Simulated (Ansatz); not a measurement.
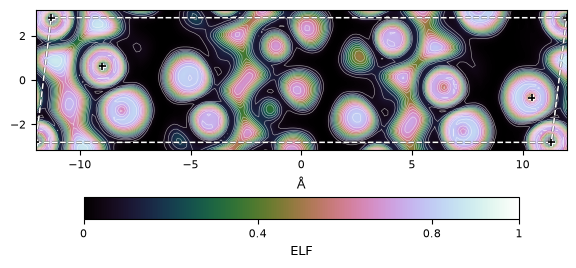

The ELF on a plane through atoms (crosses mark nuclei in the plane).

Level of theory: DFT PBE, scalar-relativistic, plane waves, PAW (Ansatz).

Candidates:
A. ScGa2N3, a = 3.07 Å, b = 4.46 Å, c = 9.10 Å, α = 90.00°, β = 90.00°, γ = 90.00°. Space group Immm; a generated structure, not necessarily the stable one.
B. ZnO5, a = 3.30 Å, b = 3.30 Å, c = 12.44 Å, α = 90.00°, β = 90.00°, γ = 120.00°. Space group P3m1; a generated structure, not necessarily the stable one; spin-polarised.
C. ScF, a = 3.27 Å, b = 3.27 Å, c = 23.05 Å, α = 90.00°, β = 90.00°, γ = 120.00°. Space group R-3m; a generated structure, not necessarily the stable one; changed on purpose from its base cell (volume × 1.03, shape and atoms relaxed); spin-polarised.

Question: Which candidate gave the map?

Answer: Candidate C: ScF on the (111) plane of the conventional cell, which holds Sc and F. Sc–F (2.20 Å): the ELF peaks at about 0.80 in the valence shell of F, 0.6 Å from its nucleus, and drops to about 0.10 between the two atoms: no localised pair shows between them.
